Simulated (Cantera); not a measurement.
Charge: 1 mol AlN, 0.37 mol N2, held at 2.00 Pa.

These are equilibrium values from Cantera (NASA tables, ideal gas, pure condensed phases), not measurements of a reactor. Candidate condensed phases: Al, AlN; 12 gas species. Ions and electrons are included (thermal ionisation). Rates play no part.

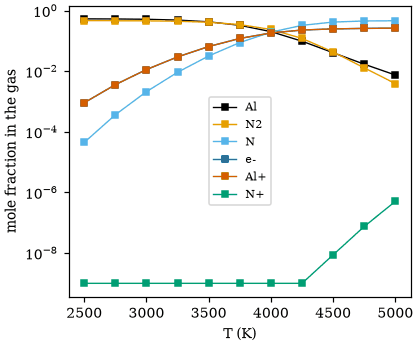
Figure: Equilibrium gas composition (values under 1e-9 drawn at 1e-9)

From 2500 K to 5000 K nothing is condensed. The main Al-bearing gas is Al at 2500 K and Al+ at 5000 K.
